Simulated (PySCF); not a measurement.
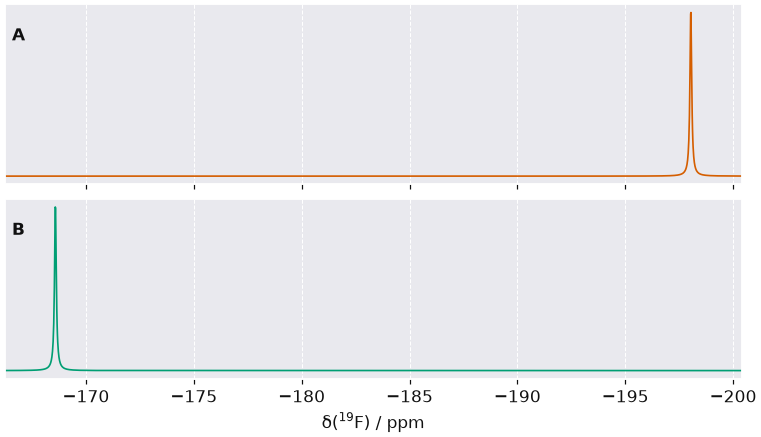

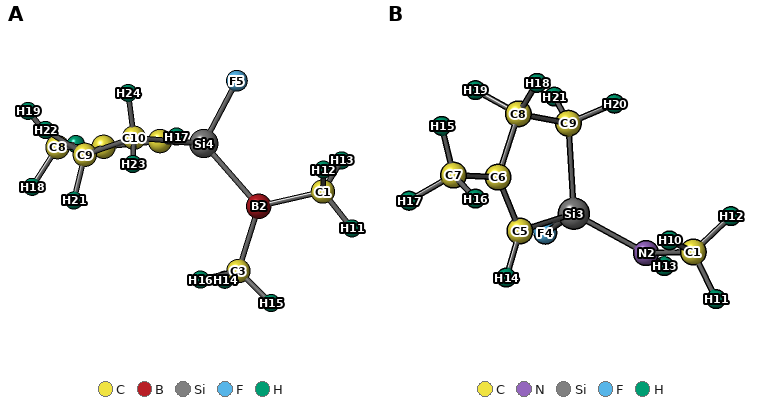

Related molecules: A is C₇H₁₄BFSi, SMILES CB(C)[Si@@]1(F)C=C(C)CC1; B is C₆H₁₂FNSi, SMILES CN[Si@@]1(F)C=C(C)CC1. GIAO ¹⁹F shifts against CFCl₃ (¹⁹F: this reference is a hard case for the method, so all values can be off together by tens of ppm, and differences between signals are safer), PBE0/pcSseg-1 with PySCF 2.14.0, at a GFN2-xTB geometry (no frequency check); fully decoupled, line heights follow the number of nuclei within a panel, widths are arbitrary (no quadrupolar broadening); values of one conformer, averaged over nuclei that symmetry or rotation about single bonds exchange, these motions taken as fast; other conformers aren't averaged in.

**How does the ¹⁹F shift respond?**

From A (−198.0 ppm) to B (−168.6 ppm) the nucleus is deshielded by 29.5 ppm.

Caveats, for all or some of the runs: the tight-binding geometry is rougher than a DFT one and adds to the error.
